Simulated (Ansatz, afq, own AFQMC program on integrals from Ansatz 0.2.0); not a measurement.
# GeHO (doublet): quantum Monte Carlo beside coupled cluster at scale of all distances = 1.000, cc-pVDZ, part 1 of 2

Aim: compute GeHO (doublet) with auxiliary-field quantum Monte Carlo on the same integrals as coupled cluster, and set the energies side by side.

Computed with Ansatz 0.2.0, Gaussian basis, and an in-house AFQMC program (afq) on its integrals; all values are calculated. Level: cc-pVDZ, frozen cores.

Plan: PBE (unrestricted); r2SCAN (unrestricted); PBE0 (unrestricted); B3LYP (unrestricted); wB97M-V (unrestricted); B2PLYP (unrestricted); CCSD(T) on UHF; CCSDT(Q) on UHF; Phaseless AFQMC, CISD trial on UHF; Phaseless AFQMC, single-determinant trial on UHF; Free-projection AFQMC, CISD trial on UHF.

4 further runs of the same task are left out: 1 for a known fault of the program, 3 that didn't finish.

## 1. The geometry

The geometry derives from a PBE0/def2-TZVP stationary point (not a proven minimum). All distances are scaled together. No spin-orbit coupling is included. The filled d shell of Ge may be among the frozen orbitals whatever the setting's name suggests; the logs give the count.

3 atoms, charge 0, spin multiplicity 2.

Atoms are counted from 1 here; the program's logs count them from 0.

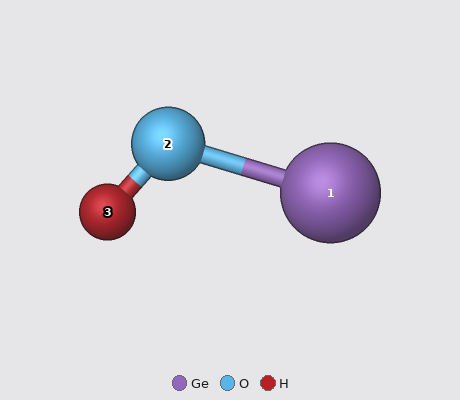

The geometry (germanium purple, oxygen blue, hydrogen red); atoms are numbered from 1 in the order of the file.

As a file:

```xyz
3

Ge    0.0000    0.0134    0.3432
O     0.0000   -0.1072   -1.4387
H     0.0000    0.7369   -1.8995
```

## 2. PBE (unrestricted)

Input file in.yaml:

```yaml
crystal:
  periodic: [false, false, false]
  atoms:
    - {symbol: Ge, position_ang: [0.000000, 0.013397, 0.343250]}
    - {symbol: O, position_ang: [0.000000, -0.107250, -1.438746]}
    - {symbol: H, position_ang: [0.000000, 0.736912, -1.899543]}
basis:
  gaussian: {orbitals: cc-pVDZ}
magnetization: {spin_polarized: true, initial_magnetization: 1}
hamiltonian: {xc: {name: PBE}}
output: {orbitals: {seedname: orbitals}}
```

Started as:

```sh
$ ansatz run in.yaml --threads 1 --pin off --events-out ev --progress --plain --max-ram 1382MiB
```

Standard output:

```text
Functional definition: PBE
  name "PBE"
  cite "Perdew, Burke & Ernzerhof, Phys. Rev. Lett. 77, 3865 (1996) doi:10.1103/PhysRevLett.77.3865"
  parent pbe
  parameter kappa = 0.804
  parameter beta = 0.06672455060314922
  exchange = pbe_x(kappa = kappa, mu = beta*pi^2/3)
  correlation = pbe_c(beta = beta)
568 factors; their error is unknown
mean field evaluation 1: about -58563.5343 eV, gradient 4.0e1 eV
mean field evaluation 2: about -58466.7035 eV, gradient 1.2e2 eV
mean field evaluation 4: about -58569.1620 eV, gradient 5.6e0 eV
mean field evaluation 8: about -58569.3808 eV, gradient 7.3e-2 eV
mean field evaluation 16: about -58569.3809 eV, gradient 4.2e-5 eV
mean field evaluation 32: about -58569.2928 eV, gradient 2.7e0 eV
mean field -58569.38087393 eV, -2152.3850473646 hartree, gradient 1.4e-5 eV, S^2 0.752719; 4 other end points of the search recorded, 0 dependent functions left out
reference -58569.38089938 eV, -2152.3850483000 hartree; 21, 20 occupied and 25, 26 virtual orbitals, 568 factors
Total energy: -58569.38089938 eV, -2152.3850483000 hartree
```

Run time: 2.5 s. Hardware: 1 thread of Arm Neoverse V1, shared host.

From the report: ⟨S²⟩ of the determinant 0.753 (pure doublet: 0.75).

## 3. r2SCAN (unrestricted)

Changes to in.yaml since step 2:

```diff
@@ -9,3 +9,2 @@
 magnetization: {spin_polarized: true, initial_magnetization: 1}
-hamiltonian: {xc: {name: PBE}}
-output: {orbitals: {seedname: orbitals}}
+hamiltonian: {xc: {name: r2SCAN}}
```

Same command.

Standard output, shortened:

```text
Functional definition: r2SCAN
  name "r2SCAN"
  cite "Furness, Kaplan, Ning, Perdew & Sun, J. Phys. Chem. Lett. 11, 8208 (2020) doi:10.1021/acs.jpclett.0c02405"
  cite "Furness, Kaplan, Ning, Perdew & Sun, J. Phys. Chem. Lett. 11, 9248 (2020) doi:10.1021/acs.jpclett.0c03077"
  parent r2scan
[...]
568 factors; their error is unknown
[...]
mean field -58578.68853267 eV, -2152.7270975146 hartree, gradient 7.2e-6 eV, S^2 0.755529; 4 other end points of the search recorded, 0 dependent functions left out
reference -58578.68854149 eV, -2152.7270978386 hartree; 21, 20 occupied and 25, 26 virtual orbitals, 568 factors
Total energy: -58578.68854149 eV, -2152.7270978386 hartree
```

Run time: 7.5 s. Hardware: 1 thread of Arm Neoverse V1, shared host.

From the report: ⟨S²⟩ of the determinant 0.756 (pure doublet: 0.75).

## 4. PBE0 (unrestricted)

Changes to in.yaml since step 3:

```diff
@@ -9,2 +9,3 @@
 magnetization: {spin_polarized: true, initial_magnetization: 1}
-hamiltonian: {xc: {name: r2SCAN}}
+hamiltonian: {xc: {name: PBE0}}
+output: {orbitals: {seedname: orbitals}}
```

The command is unchanged.

Standard output:

```text
Functional definition: PBE0
  name "PBE0"
  cite "Adamo & Barone, J. Chem. Phys. 110, 6158 (1999) doi:10.1063/1.478522"
  cite "Perdew, Burke & Ernzerhof, Phys. Rev. Lett. 77, 3865 (1996) doi:10.1103/PhysRevLett.77.3865"
  parent pbe
  parameter a = 0.25
  parameter kappa = 0.804
  parameter beta = 0.06672455060314922
  exchange = (1 - a)*pbe_x(kappa = kappa, mu = beta*pi^2/3) + a*exact_x
  correlation = pbe_c(beta = beta)
501 factors; integrals over basis functions are off by at most 1.4e-3 eV
mean field evaluation 1: about -58566.3382 eV, gradient 3.4e1 eV
mean field evaluation 2: about -58530.9997 eV, gradient 9.2e1 eV
mean field evaluation 4: about -58570.6577 eV, gradient 1.5e0 eV
mean field evaluation 8: about -58570.7140 eV, gradient 8.1e-2 eV
mean field evaluation 16: about -58570.7141 eV, gradient 1.6e-4 eV
mean field -58570.71408569 eV, -2152.4340419930 hartree, gradient 2.0e-5 eV, S^2 0.754001; 1 other end points of the search recorded, 0 dependent functions left out
reference -58570.71410464 eV, -2152.4340426895 hartree; 21, 20 occupied and 25, 26 virtual orbitals, 501 factors
Total energy: -58570.71410464 eV, -2152.4340426895 hartree
```

Wall time 2.2 s (1 thread of Arm Neoverse V1, shared host).

From the report: ⟨S²⟩ of the determinant 0.754 (pure doublet: 0.75).

## 5. B3LYP (unrestricted)

Changes to in.yaml since step 4:

```diff
@@ -9,3 +9,2 @@
 magnetization: {spin_polarized: true, initial_magnetization: 1}
-hamiltonian: {xc: {name: PBE0}}
-output: {orbitals: {seedname: orbitals}}
+hamiltonian: {xc: {name: B3LYP}}
```

Launched as before.

Standard output, shortened:

```text
Functional definition: B3LYP
  name "B3LYP"
  cite "Stephens, Devlin, Chabalowski & Frisch, J. Phys. Chem. 98, 11623 (1994) doi:10.1021/j100096a001"
  cite "Becke, Phys. Rev. A 38, 3098 (1988) doi:10.1103/PhysRevA.38.3098"
  cite "Lee, Yang & Parr, Phys. Rev. B 37, 785 (1988) doi:10.1103/PhysRevB.37.785"
  cite "Vosko, Wilk & Nusair, Can. J. Phys. 58, 1200 (1980) doi:10.1139/p80-159"
[...]
501 factors; integrals over basis functions are off by at most 1.4e-3 eV
[...]
mean field -58581.34354809 eV, -2152.8246675313 hartree, gradient 2.2e-5 eV, S^2 0.752493; 1 other end points of the search recorded, 0 dependent functions left out
reference -58581.34371247 eV, -2152.8246735722 hartree; 21, 20 occupied and 25, 26 virtual orbitals, 501 factors
Total energy: -58581.34371247 eV, -2152.8246735722 hartree
```

It took 2.1 s on 1 thread of Arm Neoverse V1, shared host.

From the report: ⟨S²⟩ of the determinant 0.752 (pure doublet: 0.75).

## 6. wB97M-V (unrestricted)

Changes to in.yaml since step 5:

```diff
@@ -9,2 +9,3 @@
 magnetization: {spin_polarized: true, initial_magnetization: 1}
-hamiltonian: {xc: {name: B3LYP}}
+hamiltonian: {xc: {name: wB97M-V}}
+output: {orbitals: {seedname: orbitals}}
```

The command is unchanged.

Standard output, shortened:

```text
Functional definition: wB97M-V
  name "wB97M-V"
  cite "Mardirossian & Head-Gordon, J. Chem. Phys. 144, 214110 (2016) doi:10.1063/1.4952647"
  cite "Becke, J. Chem. Phys. 107, 8554 (1997) doi:10.1063/1.475007"
  cite "Vydrov & Van Voorhis, J. Chem. Phys. 133, 244103 (2010) doi:10.1063/1.3521275"
  # Of w^i u^j: cxij and so on, Table III.
[...]
  gx(w, u) = 1 - cx + cx01*u + cx10*w
  gss(w, u) = css00 + css04*u^4 + css10*w + css20*w^2 + css43*w^4*u^3
  gos(w, u) = cos00 + cos10*w + (cos20 + cos21*u)*w^2 + (cos60 + cos61*u)*w^6
[...]
      + integral(e_c_pw_mod_opposite_spin*gos(b97_w_opposite, b97_u_opposite)) + vv10(b, c)
501 factors; integrals over basis functions are off by at most 1.4e-3 eV
127 factors; integrals over basis functions are off by at most 3.9e-6 eV
[...]
mean field -58576.39601930 eV, -2152.6428492022 hartree, gradient 1.0e-5 eV, S^2 0.752630; 1 other end points of the search recorded, 0 dependent functions left out
reference -58576.39604706 eV, -2152.6428502220 hartree; 21, 20 occupied and 25, 26 virtual orbitals, 501 factors
Total energy: -58576.39604706 eV, -2152.6428502220 hartree
```

It took 11 s on 1 thread of Arm Neoverse V1, shared host.

From the report: ⟨S²⟩ of the determinant 0.753 (pure doublet: 0.75).

## 7. B2PLYP (unrestricted)

Changes to in.yaml since step 6:

```diff
@@ -9,3 +9,3 @@
 magnetization: {spin_polarized: true, initial_magnetization: 1}
-hamiltonian: {xc: {name: wB97M-V}}
-output: {orbitals: {seedname: orbitals}}
+hamiltonian: {xc: {name: B2PLYP}}
+correlation: {electrons: outside_noble_gas}
```

Same command.

Standard output, shortened:

```text
Functional definition: B2PLYP
  name "B2PLYP"
  cite "Grimme, J. Chem. Phys. 124, 034108 (2006) doi:10.1063/1.2148954"
  cite "Becke, Phys. Rev. A 38, 3098 (1988) doi:10.1103/PhysRevA.38.3098"
  cite "Lee, Yang & Parr, Phys. Rev. B 37, 785 (1988) doi:10.1103/PhysRevB.37.785"
[...]
501 factors; integrals over basis functions are off by at most 1.4e-3 eV
[...]
mean field -58564.73808312 eV, -2152.2144279493 hartree, gradient 4.0e-6 eV, S^2 0.755348; 2 other end points of the search recorded, 0 dependent functions left out
15 core orbitals not correlated: weight in the atoms' cores, before any rotation towards them, 0.992 or more for the frozen orbitals, at most 0.010 for the correlated occupied ones
reference -58564.73818620 eV, -2152.2144317376 hartree; 6, 5 occupied and 25, 26 virtual orbitals, 501 factors
second order -8.55050321 eV of doubles, -0.00000000 eV of singles
Total energy: -58567.04682207 eV, -2152.2992725408 hartree
```

Wall time 2.4 s (1 thread of Arm Neoverse V1, shared host).

From the report: ⟨S²⟩ of the determinant 0.755 (pure doublet: 0.75).

## 8. CCSD(T) on UHF

Changes to in.yaml since step 7:

```diff
@@ -9,3 +9,2 @@
 magnetization: {spin_polarized: true, initial_magnetization: 1}
-hamiltonian: {xc: {name: B2PLYP}}
-correlation: {electrons: outside_noble_gas}
+correlation: {method: ccsd_t, electrons: outside_noble_gas, hamiltonian_folder: ham}
```

Launched as before.

Standard output, shortened:

```text
Functional definition: HF
  name "HF"
  cite "Fock, Z. Phys. 61, 126 (1930) doi:10.1007/BF01340294"
  parent pbe
[...]
501 factors; integrals over basis functions are off by at most 1.4e-3 eV
[...]
mean field -58525.52653662 eV, -2150.7734301940 hartree, gradient 5.3e-6 eV, S^2 0.764048; 6 other end points of the search recorded, 0 dependent functions left out
determinant -58525.52653662 eV, -2150.7734301940 hartree, with singles and doubles -58532.79916834 eV, -2151.0406944802 hartree
determinant -58525.19521554 eV, -2150.7612543690 hartree, with singles and doubles -58532.40600576 eV, -2151.0262460218 hartree
determinant -58525.52653662 eV, -2150.7734301940 hartree, with singles and doubles -58532.79935957 eV, -2151.0407015077 hartree
determinant -58525.19521554 eV, -2150.7612543690 hartree, with singles and doubles -58532.40625919 eV, -2151.0262553353 hartree
15 core orbitals not correlated: weight in the atoms' cores, before any rotation towards them, 0.994 or more for the frozen orbitals, at most 0.008 for the correlated occupied ones
reference -58525.52653662 eV, -2150.7734301940 hartree; 6, 5 occupied and 25, 26 virtual orbitals, 501 factors
second order -6.83097864 eV of doubles, -0.00000000 eV of singles
cycle   1  -7.27281971 eV  change    3.2e-6 eV  update   2.9e-6
perturbative correction -0.19154083 eV, -0.0070389958 hartree
Total energy: -58532.99089716 eV, -2151.0477403844 hartree
```

It took 4 s on 1 thread of Arm Neoverse V1, shared host.

From the report: ⟨S²⟩ of the determinant 0.764 (pure doublet: 0.75); correlation -7.4644 eV; T1 0.023; largest double amplitude 0.07.

This run also writes the integrals to the folder ham.

(Continued in part 2 of 2.)
